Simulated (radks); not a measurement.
# Cu³⁺ in [Ar] 3d7 4f1: an all-electron calculation

What are the levels of the copper ion Cu3+, how large are its shells, and how does its energy divide?

Method: scalar-relativistic Kohn-Sham, PBEsol, spin-polarised, spherical densities, finite nucleus; open shells are filled with parallel spins first. Code: radks (a radial shooting solver on a logarithmic mesh, Libxc functionals) version 1.

## Step 1: What is computed

```
element            : copper (Z = 29)
charge             : +3
electrons          : 26
configuration      : [Ar] 3d7 4f1
nuclear rms radius : 3.8823 fm
```

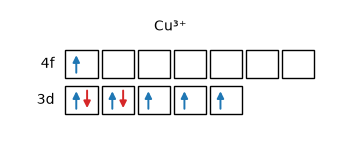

The shells outside the core, filled by Hund's rule for the drawing.

## Step 2: Self-consistent calculation

The run's settings:

```text
Z 29
configuration [Ar] 3d7 4f1 4s0 4p0
relativity scalar-relativistic
functional pbe_sol,pbe_sol
spin polarised
nucleus finite rms 3.8823 fm
c 137.035999084
```

Run with:

```console
$ python run_ks.py task.json out
```

All runs below come from this command, one after another.

**Question.** What will this run give?

As calculated:

```
                        quantity                   value
                    total energy     -1649.39643 hartree
exchange-correlation share of it                  3.90 %
                            −T/E                  1.0149
          highest occupied level       4f up, -11.972 eV
    most extended occupied level  4f up, <r> = 4.31 bohr
 radius at density 0.001 e/bohr³               4.55 bohr
    maxima of the radial density                       4
```

What this shows: 4 principal shells are occupied and 4 maxima appear in the radial density. Relativity lifts −T/E to 1.015. This is not the tabulated ground configuration, so its levels and sizes aren't those of the ground state, and no measured value stands beside it.
